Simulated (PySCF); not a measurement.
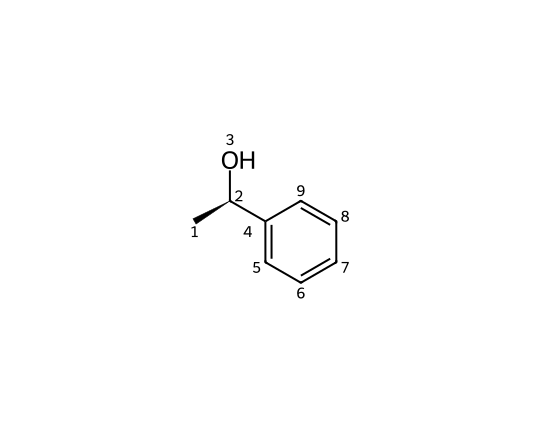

Skeletal drawing with numbered atoms; wedges and dashes mark any stereocentres. The configuration is that of a computed structure (PBE0-D3(BJ)/def2-SVP).

### Assign CIP descriptors.

C2: R.

### Give a SMILES with the stereochemistry.

C[C@@H](O)c1ccccc1
